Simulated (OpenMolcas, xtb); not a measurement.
# CH7NOSi (SMILES CO[SiH2]N): the HOMO–LUMO gap, rung by rung

The species is CH7NOSi (11 atoms), meant as a singlet with charge 0. As SMILES, `CO[SiH2]N`. Geometry: relaxed at PBE0-D4/def2-TZVP. This is one conformer, not always the lowest.

Quantity: the HOMO–LUMO gap, in eV. The values are calculated.

| level | kind | program | value (eV) |
| --- | --- | --- | --- |
| GFN0-xTB | semi-empirical | xtb | 5.67 |
| HF/cc-pVDZ | Hartree–Fock | OpenMolcas | 15.98 |
| SVWN5/cc-pVDZ | LDA | OpenMolcas | 6.52 |
| revPBE/cc-pVDZ | GGA | OpenMolcas | 6.63 |
| M06-L/cc-pVDZ | meta-GGA | OpenMolcas | 7.64 |
| TPSS/cc-pVDZ | meta-GGA | OpenMolcas | 6.93 |
| r2SCAN/cc-pVDZ | meta-GGA | OpenMolcas | 7.50 |
| B3LYP/cc-pVDZ | global hybrid | OpenMolcas | 8.41 |
| B2PLYP/cc-pVDZ | double hybrid | OpenMolcas | 11.52 |

The values span 5.67 to 15.98 eV. Orbital gaps aren't excitation energies, and those of double hybrids come from the SCF part alone; they tend to grow with the share of exact exchange.

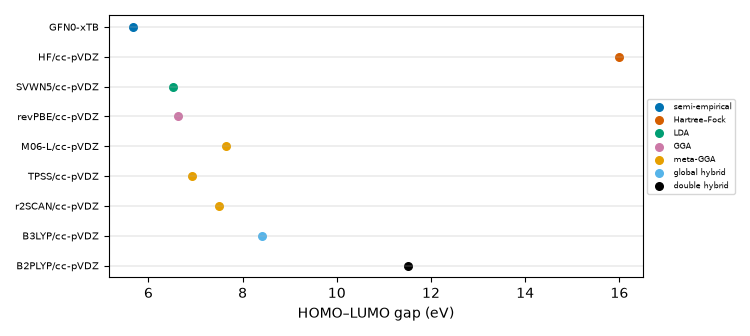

The values of the table, level by level.
